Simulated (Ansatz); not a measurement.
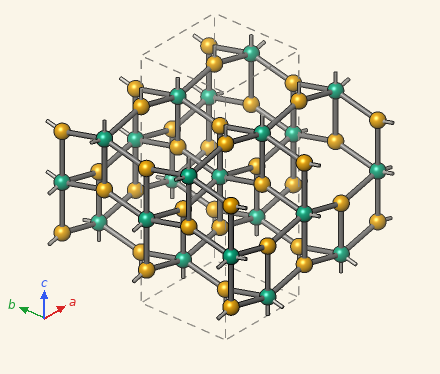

The picture shows a finite piece of the underlying net of a crystal structure, nodes on the atoms' positions. Nodes are coloured by topological kind. Short stubs are edges that leave the cut-out.

### Classify the net: periodicity, connectivity, name.

A binodal (3,6)-connected, three-periodic net. It is the ant net, known from anatase.

### Give point symbol and coordination sequence of each kind of node.

3-connected node: 4²·6, sequence 3, 13, 16, 54, 42; 6-connected node: 4⁴·6²·8⁸·10, sequence 6, 8, 32, 28, 84.

The net was derived as follows. The compound is TiO2 (space group I4_1/amd, No. 141), taken as the end point of a relaxation with DFT PBE+U, scalar-relativistic, plane waves, PAW in Ansatz. Bonds are taken as O–Ti below 2.3 Å. Simplification: prune 0- and 1-connected atoms, fold 2-connected ones into links. O is a 3-connected node; Ti is a 6-connected node, in the ratio 2:1.
